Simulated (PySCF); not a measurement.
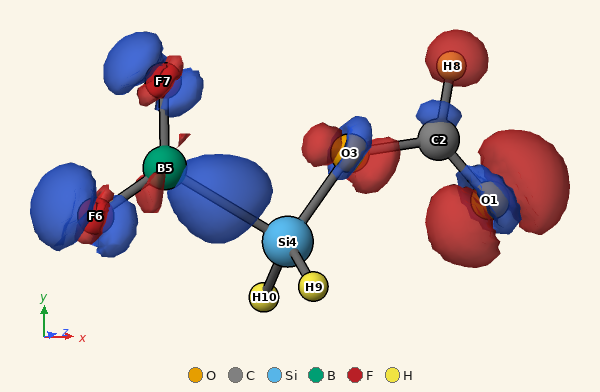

*CH3BF2O2Si, charge +1, doublet, SMILES `[O+]=CO[SiH2]B(F)F`. Change of the electron density in a uniform field of 0.51 V/Å, surfaces at ±0.01 e/Å³ (red: gain, blue: loss).*

Computed with PySCF, BLYP/def2-SVPD, geometry: GFN2-xTB. No frequency check shows the geometry to be a minimum. The stability of the open-shell solution wasn't checked. GFN2-xTB doesn't know the spin state, so this open-shell geometry is rough.

Cartesian coordinates (Å):

```
O1       3.1503   -0.2259    0.0004
C2       2.3666    0.6485    0.0015
O3       1.0138    0.4234    0.0012
Si4      0.0687   -0.8902   -0.0019
B5      -1.8044    0.1539    0.0002
F6      -2.8584   -0.5702    0.0031
F7      -1.8278    1.4306   -0.0021
H8       2.5595    1.7292    0.0029
H9       0.0817   -1.6286    1.2650
H10      0.0820   -1.6219   -1.2736
```

Along which Cartesian direction does the field point?

Along −x: electrons gather on the +x side, against the field.

How large is the response?

The induced dipole is 3.71 D (+3.70 D along the field); α along this axis, from the fields in both directions, is 147 bohr³ (21.8 Å³).

Which atoms gain and lose the most charge?

Electrons gather most on O1 (Hirshfeld charge changes by −0.090 e) and leave F6 most (+0.046 e); 0.204 electrons are displaced in all.
